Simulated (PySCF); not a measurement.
**Kr, Kr⁺, Kr²⁺, Kr³⁺: ionisation energies in aug-cc-pVQZ-DK**

Aim: the ionisation energy of krypton from differences of total energies, at each level of theory, and how far each lands from the tabulated value where there is one.

The numbers are computed with PySCF 2.14.0 (unrestricted determinants in a Gaussian basis, no spin-orbit coupling in the energies), except any that are marked as measured or tabulated.

### 1 Starting point

| Quantity | Value |
| --- | --- |
| Element | krypton (Z = 36) |
| Basis | aug-cc-pVQZ-DK |
| Hamiltonian | the spin-free X2C one-electron Hamiltonian (Gaussian nucleus) |
| State 1 | Kr: [Kr], closed-shell 1S |
| State 2 | Kr⁺: [Ar] 3d10 4s2 4p5, 2P determinant |
| State 3 | Kr²⁺: [Ar] 3d10 4s2 4p4, high-spin 3P determinant |
| State 4 | Kr³⁺: [Ar] 3d10 4s2 4p3, high-spin 4S determinant |
| Methods | CCSD(T) |
| Core shells frozen in the correlated runs | valence: [Ar] 3d10 (for Kr) |

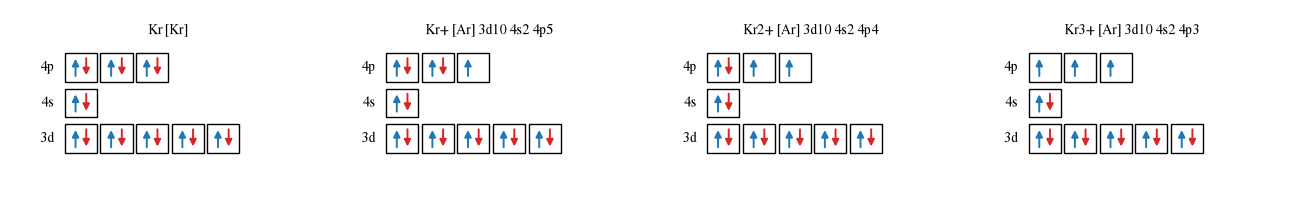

Occupation of the outer shells (arrows by Hund's rule).

The runs were made by one driver on top of PySCF. The scripts below sum up each run's settings (the driver also hands on starting orbitals that pick excited configurations, and frozen orbitals as a list rather than a count), and the logs come from the driver's own runs. The driver starts from symmetry-adapted Hartree-Fock orbitals, holds the occupation by maximum overlap and uses a logarithmic radial grid for functionals, so a plain start would take other cycles.

The integrals over 93 functions and the set-up took 2.8 s of CPU time.

### 2 Kr, at CCSD(T) (valence)

Level: CCSD(T) (valence).

input.py

```python
from pyscf import gto, scf, dft, mp, cc
import basis_set_exchange as bse
mol = gto.M(atom="Kr 0 0 0", charge=0, spin=0, symmetry="D2h",
            basis=gto.basis.parse(bse.get_basis("aug-cc-pVQZ-DK", elements=["Kr"], fmt="nwchem")),
            nucmod="G")
mf = scf.UHF(mol).sfx2c1e()
mf.irrep_nelec = {'Ag': (6, 6), 'B1g': (1, 1), 'B2g': (1, 1), 'B3g': (1, 1), 'B1u': (3, 3), 'B2u': (3, 3), 'B3u': (3, 3)}
mf.kernel()
mycc = cc.CCSD(mf, frozen=14).run()
mycc.ccsd_t()
```

Standard output:

```text
CC2 = 0
CCSD nocc = 4, nmo = 79
frozen orbitals [0, 1, 2, 3, 4, 5, 6, 7, 8, 9, 10, 11, 12, 13]
max_cycle = 100
direct = 0
conv_tol = 1e-08
conv_tol_normt = 1e-06
diis_space = 8
diis_start_cycle = 0
Init t2, MP2 energy = -2788.37509641245  E_corr(MP2) -0.195168087146359
Init E_corr(CCSD) = -0.195168087148722
cycle = 1  E_corr(CCSD) = -0.2072632192789  dE = -0.0120951321  norm(t1,t2) = 0.0204697
cycle = 2  E_corr(CCSD) = -0.209972615986012  dE = -0.00270939671  norm(t1,t2) = 0.005319
cycle = 3  E_corr(CCSD) = -0.210610338700219  dE = -0.000637722714  norm(t1,t2) = 0.00144878
cycle = 4  E_corr(CCSD) = -0.210662930551079  dE = -5.25918509e-05  norm(t1,t2) = 0.000254236
cycle = 5  E_corr(CCSD) = -0.210651007734477  dE = 1.19228166e-05  norm(t1,t2) = 4.7696e-05
cycle = 6  E_corr(CCSD) = -0.210649939771261  dE = 1.06796322e-06  norm(t1,t2) = 6.10496e-06
cycle = 7  E_corr(CCSD) = -0.210650141568632  dE = -2.01797371e-07  norm(t1,t2) = 1.66347e-06
cycle = 8  E_corr(CCSD) = -0.210650158631149  dE = -1.70625166e-08  norm(t1,t2) = 3.60949e-07
cycle = 9  E_corr(CCSD) = -0.210650148663838  dE = 9.96731048e-09  norm(t1,t2) = 9.09272e-08
CCSD converged
E(CCSD) = -2788.390578473971  E_corr = -0.2106501486638382
CCSD(T) correction = -0.00712283414669593
```

It used 4.1 s of CPU time after the integrals (shared host).

CCSD correlation -0.21065 hartree, triples -0.00712; total -2788.397701. T1 = 0.002, largest double amplitude 0.028.

### 3 Kr⁺: CCSD(T) (valence)

Level: CCSD(T) (valence).

input.py

```python
from pyscf import gto, scf, dft, mp, cc
import basis_set_exchange as bse
mol = gto.M(atom="Kr 0 0 0", charge=1, spin=1, symmetry="D2h",
            basis=gto.basis.parse(bse.get_basis("aug-cc-pVQZ-DK", elements=["Kr"], fmt="nwchem")),
            nucmod="G")
mf = scf.UHF(mol).sfx2c1e()
mf.irrep_nelec = {'Ag': (6, 6), 'B1g': (1, 1), 'B2g': (1, 1), 'B3g': (1, 1), 'B1u': (3, 3), 'B2u': (3, 3), 'B3u': (3, 2)}
mf.kernel()
mycc = cc.CCSD(mf, frozen=14).run()
mycc.ccsd_t()
```

Standard output:

```text
CC2 = 0
CCSD nocc = (np.int64(4), np.int64(3)), nmo = (79, 79)
frozen orbitals [[0, 1, 2, 3, 4, 5, 6, 7, 8, 9, 10, 11, 12, 13], [0, 1, 2, 3, 4, 5, 6, 7, 8, 9, 10, 11, 12, 13]]
max_cycle = 100
direct = 0
conv_tol = 1e-08
conv_tol_normt = 1e-06
diis_space = 8
diis_start_cycle = 0
Init t2, MP2 energy = -0.154887917253854
Init E_corr(UCCSD) = -0.154887917254576
cycle = 1  E_corr(UCCSD) = -0.169942977378433  dE = -0.0150550601  norm(t1,t2) = 0.0333958
cycle = 2  E_corr(UCCSD) = -0.172990274642196  dE = -0.00304729726  norm(t1,t2) = 0.0100397
cycle = 3  E_corr(UCCSD) = -0.174164109550407  dE = -0.00117383491  norm(t1,t2) = 0.00380215
cycle = 4  E_corr(UCCSD) = -0.174134623301667  dE = 2.94862487e-05  norm(t1,t2) = 0.000477157
cycle = 5  E_corr(UCCSD) = -0.174124564289407  dE = 1.00590123e-05  norm(t1,t2) = 9.12988e-05
cycle = 6  E_corr(UCCSD) = -0.17412599266608  dE = -1.42837667e-06  norm(t1,t2) = 2.46932e-05
cycle = 7  E_corr(UCCSD) = -0.174126148671033  dE = -1.56004953e-07  norm(t1,t2) = 5.02896e-06
cycle = 8  E_corr(UCCSD) = -0.17412610527918  dE = 4.33918531e-08  norm(t1,t2) = 1.31164e-06
cycle = 9  E_corr(UCCSD) = -0.174126106022763  dE = -7.43583223e-10  norm(t1,t2) = 3.8338e-07
UCCSD converged
E(UCCSD) = -2787.874989901397  E_corr = -0.174126106022763
UCCSD(T) correction = -0.00511171025258157
```

It used 15 s of CPU time after the integrals (shared host).

CCSD correlation -0.17413 hartree, triples -0.00511; total -2787.880102. T1 = 0.006, largest double amplitude 0.033.

### 4 Kr²⁺, at CCSD(T) (valence)

Level: CCSD(T) (valence).

input.py

```python
from pyscf import gto, scf, dft, mp, cc
import basis_set_exchange as bse
mol = gto.M(atom="Kr 0 0 0", charge=2, spin=2, symmetry="D2h",
            basis=gto.basis.parse(bse.get_basis("aug-cc-pVQZ-DK", elements=["Kr"], fmt="nwchem")),
            nucmod="G")
mf = scf.UHF(mol).sfx2c1e()
mf.irrep_nelec = {'Ag': (6, 6), 'B1g': (1, 1), 'B2g': (1, 1), 'B3g': (1, 1), 'B1u': (3, 2), 'B2u': (3, 3), 'B3u': (3, 2)}
mf.kernel()
mycc = cc.CCSD(mf, frozen=14).run()
mycc.ccsd_t()
```

Standard output:

```text
CC2 = 0
CCSD nocc = (np.int64(4), np.int64(2)), nmo = (79, 79)
frozen orbitals [[0, 1, 2, 3, 4, 5, 6, 7, 8, 9, 10, 11, 12, 13], [0, 1, 2, 3, 4, 5, 6, 7, 8, 9, 10, 11, 12, 13]]
max_cycle = 100
direct = 0
conv_tol = 1e-08
conv_tol_normt = 1e-06
diis_space = 8
diis_start_cycle = 0
Init t2, MP2 energy = -0.119416674789557
Init E_corr(UCCSD) = -0.119416674789714
cycle = 1  E_corr(UCCSD) = -0.133747880491749  dE = -0.0143312057  norm(t1,t2) = 0.0335823
cycle = 2  E_corr(UCCSD) = -0.13668381689874  dE = -0.00293593641  norm(t1,t2) = 0.0102435
cycle = 3  E_corr(UCCSD) = -0.137890957376078  dE = -0.00120714048  norm(t1,t2) = 0.00379888
cycle = 4  E_corr(UCCSD) = -0.137854961044477  dE = 3.59963316e-05  norm(t1,t2) = 0.000388351
cycle = 5  E_corr(UCCSD) = -0.137854160298945  dE = 8.00745532e-07  norm(t1,t2) = 5.10301e-05
cycle = 6  E_corr(UCCSD) = -0.137854779755221  dE = -6.19456276e-07  norm(t1,t2) = 1.24416e-05
cycle = 7  E_corr(UCCSD) = -0.137854812889446  dE = -3.31342246e-08  norm(t1,t2) = 2.6986e-06
cycle = 8  E_corr(UCCSD) = -0.137854814688177  dE = -1.79873116e-09  norm(t1,t2) = 4.971e-07
UCCSD converged
E(UCCSD) = -2786.985059754146  E_corr = -0.1378548146881771
UCCSD(T) correction = -0.00366079278908079
```

It used 12 s of CPU time after the integrals (shared host).

CCSD correlation -0.13785 hartree, triples -0.00366; total -2786.988721. T1 = 0.007, largest double amplitude 0.035.

### 5 Kr³⁺, at CCSD(T) (valence)

Level: CCSD(T) (valence).

input.py

```python
from pyscf import gto, scf, dft, mp, cc
import basis_set_exchange as bse
mol = gto.M(atom="Kr 0 0 0", charge=3, spin=3, symmetry="D2h",
            basis=gto.basis.parse(bse.get_basis("aug-cc-pVQZ-DK", elements=["Kr"], fmt="nwchem")),
            nucmod="G")
mf = scf.UHF(mol).sfx2c1e()
mf.irrep_nelec = {'Ag': (6, 6), 'B1g': (1, 1), 'B2g': (1, 1), 'B3g': (1, 1), 'B1u': (3, 2), 'B2u': (3, 2), 'B3u': (3, 2)}
mf.kernel()
mycc = cc.CCSD(mf, frozen=14).run()
mycc.ccsd_t()
```

Standard output:

```text
CC2 = 0
CCSD nocc = (np.int64(4), np.int64(1)), nmo = (79, 79)
frozen orbitals [[0, 1, 2, 3, 4, 5, 6, 7, 8, 9, 10, 11, 12, 13], [0, 1, 2, 3, 4, 5, 6, 7, 8, 9, 10, 11, 12, 13]]
max_cycle = 100
direct = 0
conv_tol = 1e-08
conv_tol_normt = 1e-06
diis_space = 8
diis_start_cycle = 0
Init t2, MP2 energy = -0.0885686919103013
Init E_corr(UCCSD) = -0.0885686919106447
cycle = 1  E_corr(UCCSD) = -0.099605141455756  dE = -0.0110364495  norm(t1,t2) = 0.0274922
cycle = 2  E_corr(UCCSD) = -0.1015893021719  dE = -0.00198416072  norm(t1,t2) = 0.00706833
cycle = 3  E_corr(UCCSD) = -0.102267664712221  dE = -0.00067836254  norm(t1,t2) = 0.002259
cycle = 4  E_corr(UCCSD) = -0.102254494346598  dE = 1.31703656e-05  norm(t1,t2) = 0.000228053
cycle = 5  E_corr(UCCSD) = -0.102253883224255  dE = 6.11122343e-07  norm(t1,t2) = 1.6462e-05
cycle = 6  E_corr(UCCSD) = -0.10225388775667  dE = -4.53241504e-09  norm(t1,t2) = 1.43099e-06
cycle = 7  E_corr(UCCSD) = -0.102253890319595  dE = -2.56292423e-09  norm(t1,t2) = 3.08267e-07
UCCSD converged
E(UCCSD) = -2785.687845154277  E_corr = -0.1022538903195947
UCCSD(T) correction = -0.0026162591038654
```

CPU time 10 s on a shared host, the integrals not counted.

CCSD correlation -0.10225 hartree, triples -0.00262; total -2785.690461. T1 = 0.002, largest double amplitude 0.046.

### 6 Differences of total energies

Ionisation energy: Kr [Kr] (1S) → Kr⁺ [Ar] 3d10 4s2 4p5 (2P).

```
           method  value (eV)  error (eV)
              UHF      13.036      -1.186
    MP2 (valence)      14.132      -0.089
SCS-MP2 (valence)      14.064      -0.158
   CCSD (valence)      14.030      -0.192
CCSD(T) (valence)      14.085      -0.137
```

Reference: 14.222 eV (measured; NIST levels, between the centres of gravity of the two terms). Errors of the correlated levels include the incompleteness of this basis.

Ionisation energy: Kr⁺ [Ar] 3d10 4s2 4p5 (2P) → Kr²⁺ [Ar] 3d10 4s2 4p4 (3P).

```
           method  value (eV)  error (eV)
              UHF      23.229      -1.154
    MP2 (valence)      24.194      -0.189
SCS-MP2 (valence)      24.213      -0.170
   CCSD (valence)      24.216      -0.167
CCSD(T) (valence)      24.256      -0.127
```

Reference: 24.360 eV (measured; NIST Atomic Spectra Database, ionization energies). A first-order spin-orbit estimate (lowest level to lowest level, LS coupling) adds -0.023 eV; the last energy column includes it. Errors of the correlated levels include the incompleteness of this basis.

Ionisation energy: Kr²⁺ [Ar] 3d10 4s2 4p4 (3P) → Kr³⁺ [Ar] 3d10 4s2 4p3 (4S).

```
           method  value (eV)  error (eV)
              UHF      34.330      -1.268
    MP2 (valence)      35.170      -0.428
SCS-MP2 (valence)      35.267      -0.331
   CCSD (valence)      35.299      -0.299
CCSD(T) (valence)      35.327      -0.271
```

Reference: 35.838 ± 0.02 eV (measured; NIST Atomic Spectra Database, ionization energies). A first-order spin-orbit estimate (lowest level to lowest level, LS coupling) adds 0.240 eV; the last energy column includes it. Errors of the correlated levels include the incompleteness of this basis.

The runs at UHF, MP2 (valence) are not shown; their differences are listed all the same.

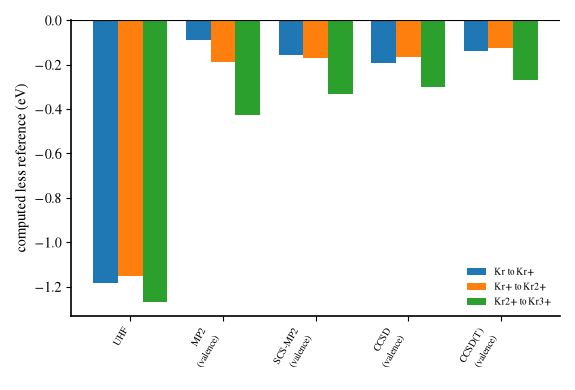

Computed less reference values by method, spin-orbit estimate included.

### 7 Results

```
               quantity                                                             value
  ionisation energy, Kr         UHF 13.036, CCSD(T) (valence) 14.085 eV; reference 14.222
 ionisation energy, Kr⁺         UHF 23.229, CCSD(T) (valence) 24.256 eV; reference 24.360
ionisation energy, Kr²⁺  UHF 34.330, CCSD(T) (valence) 35.327 eV; reference 35.838 ± 0.02
```

Each level's miss (mean over 3 differences):

```
           method  mean absolute miss against the measured values (with the measured fine structure taken into account where it is known) (eV)
              UHF                                                                                                                        1.202
    MP2 (valence)                                                                                                                        0.236
SCS-MP2 (valence)                                                                                                                        0.220
   CCSD (valence)                                                                                                                        0.219
CCSD(T) (valence)                                                                                                                        0.178
```

**Reading.** Against experiment CCSD(T) (valence) comes closest (mean absolute error over 3 measured values 0.18 eV) and UHF is farthest (1.20 eV). Hartree-Fock falls short because the species with more electrons holds more correlation energy, which it lacks. All values hold for this basis alone; no basis-set limit was taken.
